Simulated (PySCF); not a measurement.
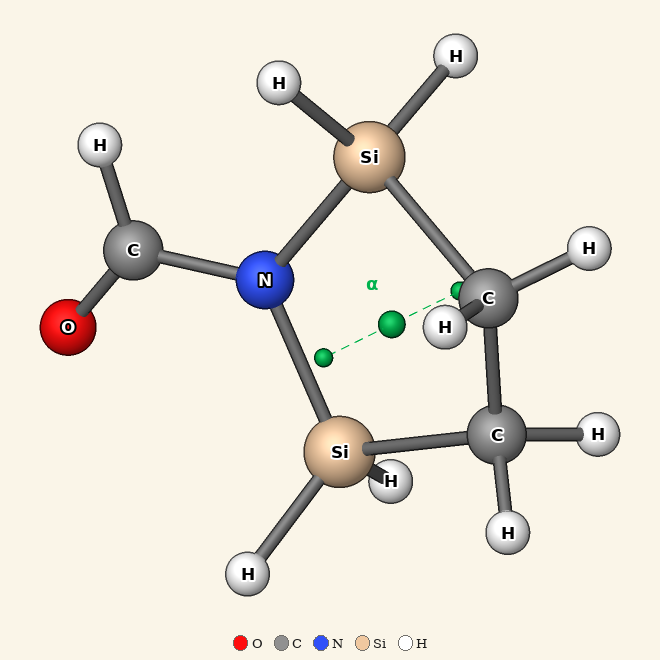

The small points mark where nucleus-independent chemical shifts (NICS) were computed: at the centre of each lettered ring and 1 Å above and below it. Geometry: a frame of a GFN2-xTB molecular-dynamics simulation, not a minimum. Level of theory: GIAO PBE0/pcSseg-1 NMR shielding, non-relativistic, gas phase (PySCF 2.14.0).

Give NICS(0), NICS(1) and the out-of-plane component NICS(1)zz for each ring (means of the two sides).

| ring | members | NICS(0) | NICS(1) | NICS(1)zz |
| --- | --- | --- | --- | --- |
| α | C2NSi2 | −4.1 | −2.6 | 0.0 |

Values in ppm.

Question: What do the values say about the ring currents?

Answer: Ring α: weak, as in a non-aromatic ring. NICS is one index among several.
